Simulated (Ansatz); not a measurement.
**BH$_{12}$NSi$_{4}$ (SMILES BN([SiH2][SiH3])[SiH2][SiH3]): density, localisation and related maps**

```xyz
18

B     0.2959   -0.0654   -1.6767
N    -0.4154   -0.1650   -0.4641
Si   -0.8348   -1.7903    0.1372
Si    1.0613   -2.7317    1.1459
Si   -0.8402    1.2582    0.5126
Si    0.1016    3.2163   -0.3656
H     0.5817   -1.0723   -2.2913
H     0.6271    1.0172   -2.1127
H    -1.9272   -1.6250    1.1473
H    -1.3409   -2.6315   -0.9870
H     1.5278   -1.8349    2.2484
H     2.1552   -2.8577    0.1342
H     0.7597   -4.0824    1.7128
H    -0.3495    1.0319    1.9102
H    -2.3304    1.3770    0.5935
H     1.5883    3.0990   -0.4521
H    -0.4579    3.5355   -1.7130
H    -0.2401    4.3325    0.5722
```

Geometry: PBE0-D4/def2-SVP.

These are results of isolated molecule in a Gaussian basis; Kohn-Sham density functional theory, functional PBE0 (Ansatz 0.2.0), not measurements.

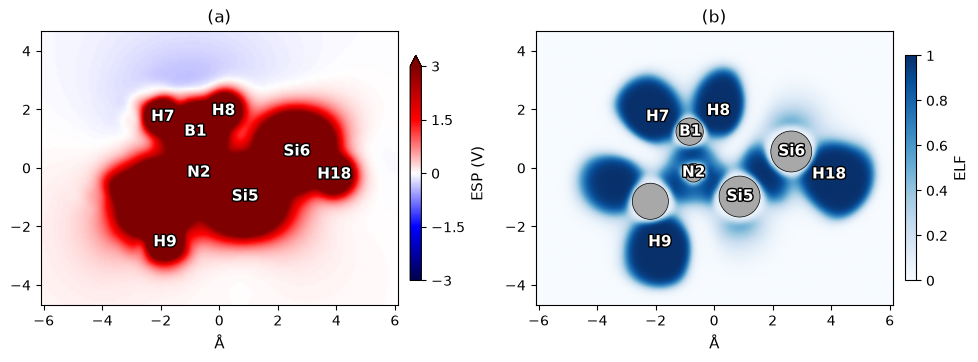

Figure 1. (a) electrostatic potential; (b) electron localisation function on the plane of atoms Si5, Si6 and H18. Grey discs cover the atomic cores in the ELF map.

Interpret the plot.

The plane passes through B, N, Si and H nuclei. B–N (1.41 Å): the ELF peaks at about 0.95 between the atoms; a polar covalent bond. Si–N (1.78 Å): the ELF peaks at about 0.90 between the atoms: a polar covalent bond. Si–Si (2.34 Å): the ELF peaks at about 1 between the atoms, as expected for a covalent bond. B–H (1.21 Å): the ELF climbs to about 1 towards the hydrogen, as it does in any bond to H (a covalent bond by its length). Si–H (1.50 Å): the ELF climbs to about 1 towards the hydrogen. Outside the dense part of the molecule the potential is most negative (−0.4 V) near H7.

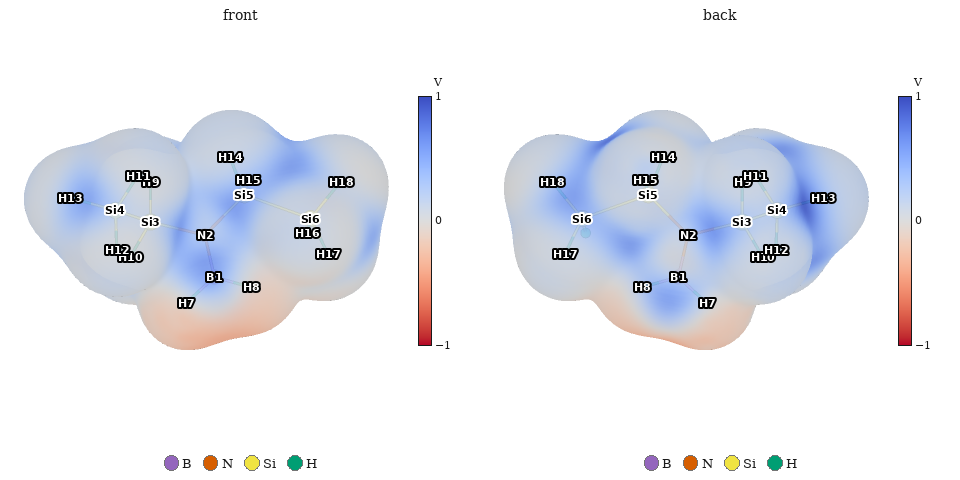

Figure 2. The molecular electrostatic potential painted on the density surface at 0.001 e/bohr³, seen from the front and from behind; the colour scale runs from red (negative) to blue (positive).

Which sites attract a positive test charge, and which a negative one?

A positive charge is drawn to the negative regions and a negative charge to the positive ones. The most negative region (about −0.3 V) lies over H7 and H8, the most positive (about +0.8 V) over Si3 and Si5.

How polar is the molecule by this calculation?

Its dipole moment is 0.74 D.

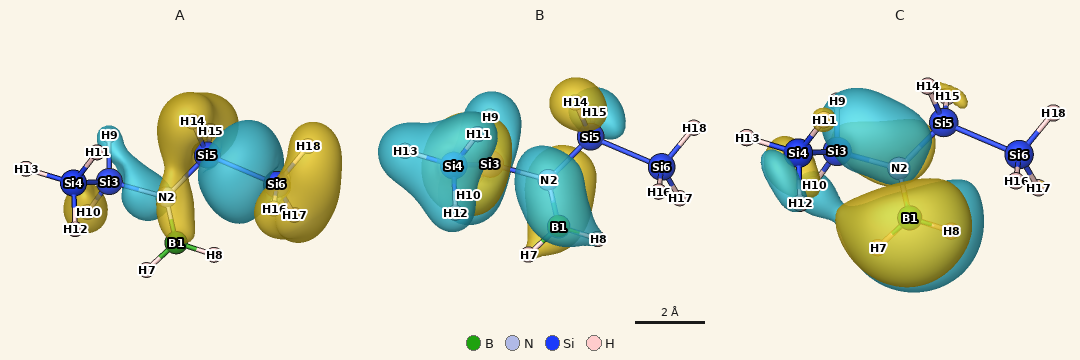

Figure 3. Three frontier orbitals at ±0.06 Å⁻³ᐟ² (yellow and cyan are the two phases), in no order.

Order the three orbitals by energy and name them.

A is the HOMO−1 (−8.34 eV). By Hirshfeld shares it lies mainly on Si6 (about 35 %), Si5 (about 30 %) and H15 (about 5 %). B is the HOMO (−7.87 eV). It lies mainly on Si4 (about 25 %), Si3 (about 20 %), N2 (about 20 %) and B1 (about 5 %). C is the LUMO (−0.69 eV). It lies mainly on B1 (about 50 %), N2 (about 10 %), Si3 (about 10 %), H7 (about 5 %) and H8 (about 5 %).

What is the HOMO–LUMO gap?

7.18 eV between the orbital energies.
